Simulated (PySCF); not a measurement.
Ga(Me)(Vi)(OMe), SMILES [Ga]([CH]=C)([O]C)[CH3], singlet, GFN2-xTB optimised geometry. Atoms within 1.6 Å of the plane z = 1.5 Å (x, y, z in Å): Ga1 (-0.81, 0.48, 0.00), C2 (-2.15, 2.03, 0.00), H3 (-2.82, 1.92, 0.85), H5 (-1.65, 2.99, 0.05), C6 (1.23, 0.48, 0.00), C7 (1.92, -0.65, -0.03), H8 (1.75, 1.43, 0.03), H9 (3.00, -0.69, -0.04), H10 (1.41, -1.61, -0.06), O11 (-1.62, -1.05, 0.00), C12 (-1.99, -2.40, 0.01), H13 (-1.31, -2.99, 0.62), H14 (-3.00, -2.50, 0.43).

Calculation: PBE0/def2-TZVP (PySCF).

Map of the LUMO amplitude (bohr^(-3/2)) on the plane z = 1.5 Å; orbital energy -0.90 eV, overall sign arbitrary:

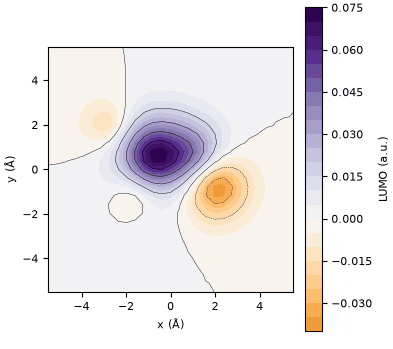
LUMO amplitude (bohr^(-3/2)) on the plane z = 1.5 Å.
